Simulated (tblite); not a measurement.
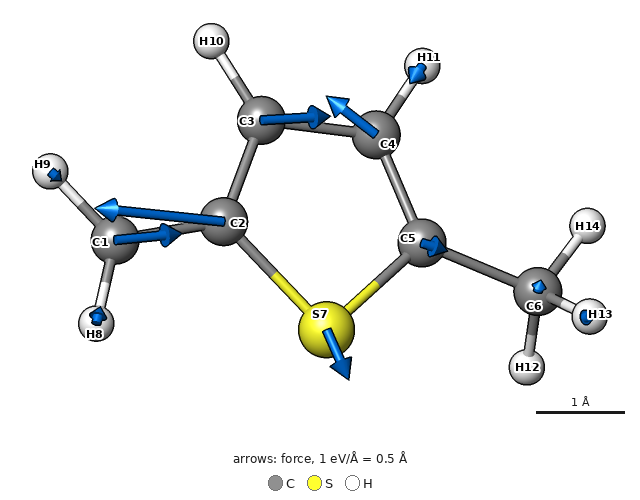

Starting geometry of C$_{6}$H$_{7}$S (multiplicity 2) with the computed forces as blue arrows. The picture is a ball-and-stick view, seen at a tilt.

Level of theory: GFN2-xTB geometry optimisation, gas phase in tblite. 

### Is this structure relaxed? If not, where do the atoms go?

It isn't relaxed: the largest force vector, on C2, is 3.26 eV/Å. The final displacements follow the starting forces only in part (cosine between the two patterns 0.50). The largest moves after the best rigid fit, 0.058 Å, are those of S7 and H14. Largest moves by element: S 0.058 Å, H 0.058 Å, C 0.043 Å. Among the contacts that change: C1–C2 1.423 → 1.356 Å, C2–S7 1.708 → 1.771 Å, C3–C4 1.435 → 1.385 Å, C2–C3 1.391 → 1.412 Å. Bond angles that change, for instance: C2–C3–H10 124.6° → 121.7°, C3–C2–S7 111.6° → 109.1°, C2–C3–C4 111.4° → 113.5°. After 25 geometry steps the energy has fallen by 0.189 eV. Cost: 0.24 s on 1 thread of Arm Neoverse N1, with other jobs on the host.
